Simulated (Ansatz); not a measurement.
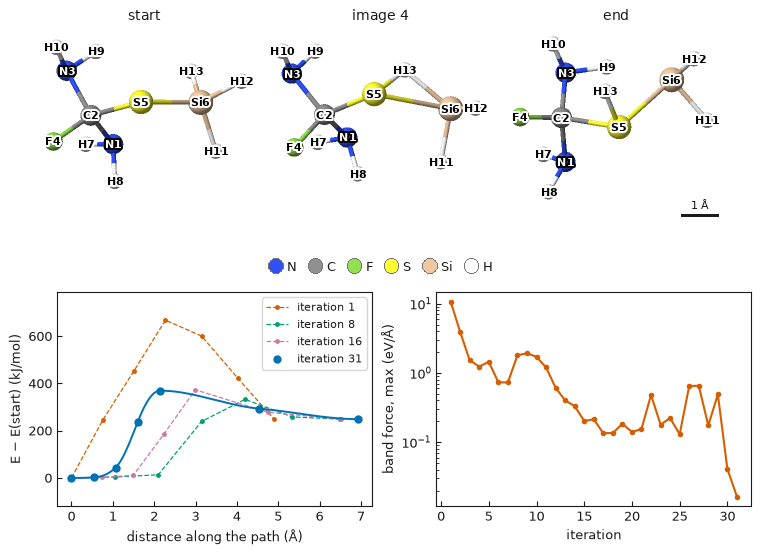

A nudged-elastic-band calculation for CH₇FN₂SSi. Images are numbered from 0 (start) to 6 (end). The plot follows the band through its iterations. A ball-and-stick model, seen at a tilt.

Level of theory: RKS CAM-B3LYP/STO-3G (Ansatz). Settings: 5 movable images; climbing image; force threshold 0.03 eV/Å; iteration limit 49; starting path through a guess of the saddle point.

Did the band converge, and can the barrier be trusted?

The result is final at these settings. The band converged in 31 iterations. The largest component of the band force went from 11 to 0.016 eV/Å. The climbing image converged on the top of the path. Its vibrational analysis gives one imaginary mode (666i cm⁻¹), as a transition state must have. The first iteration put the highest image at 667.8 kJ/mol. The highest point, image 4, lies 369.4 kJ/mol above the start and 120.5 kJ/mol above the end; the end is at +248.9 kJ/mol relative to the start.

Limits of the set-up: STO-3G is a minimal basis, so the numbers are rough.
